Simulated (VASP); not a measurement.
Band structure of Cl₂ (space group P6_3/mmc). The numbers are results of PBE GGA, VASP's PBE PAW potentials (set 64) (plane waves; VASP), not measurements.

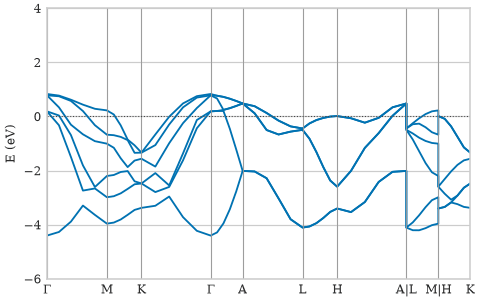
Bands along high-symmetry lines, zero at the valence-band maximum or, without a gap, the Fermi level

Question: Read the plot: is there a gap, and where are the band edges?

Answer: It has no gap at this level: it comes out as a metal or semimetal.

The structure was generated: Cl2 was put into an ordered model structure, which need not be its known phase. The cell was not relaxed at this level. The k-mesh is coarse (spacing up to 0.39 per Å, 2π included), so the numbers may not be converged in it.
